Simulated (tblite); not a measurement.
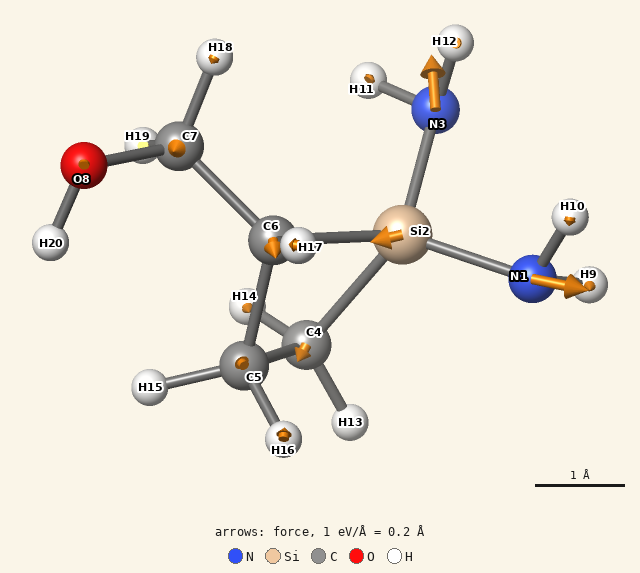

Starting geometry of C$_{4}$H$_{12}$N$_{2}$OSi with the computed forces as orange arrows. A ball-and-stick model, seen at a tilt.

Computed with tblite, GFN2-xTB geometry optimisation, gas phase. 

> Is this structure relaxed? If not, where do the atoms go?

It isn't relaxed: the largest force vector, on N3, is 3.47 eV/Å. The final displacements have little in common with the starting forces (cosine between the two patterns 0.13). The energy falls by 0.809 eV in 131 geometry steps. The largest move after the best rigid fit is that of H15, 1.04 Å. Largest moves by element: H 1.04 Å, N 0.51 Å, C 0.44 Å, O 0.36 Å, Si 0.10 Å. Near-neighbour distances that change, for instance: Si2–N3 1.657 → 1.729 Å, N1–Si2 1.654 → 1.723 Å, Si2–C4 1.851 → 1.906 Å, Si2–C6 1.865 → 1.919 Å. Bond angles that change, for instance: Si2–N1–H9 108.3° → 117.7°, N1–Si2–N3 102.7° → 111.9°, N3–Si2–C4 119.5° → 112.1°. Groups turn about C4–C5 by about 35°, C5–C6 by about 35°, Si2–C6 by about 30°. The run took 3.5 s on 1 thread of Intel(R) Xeon(R) Processor @ 2.50GHz (shared host).
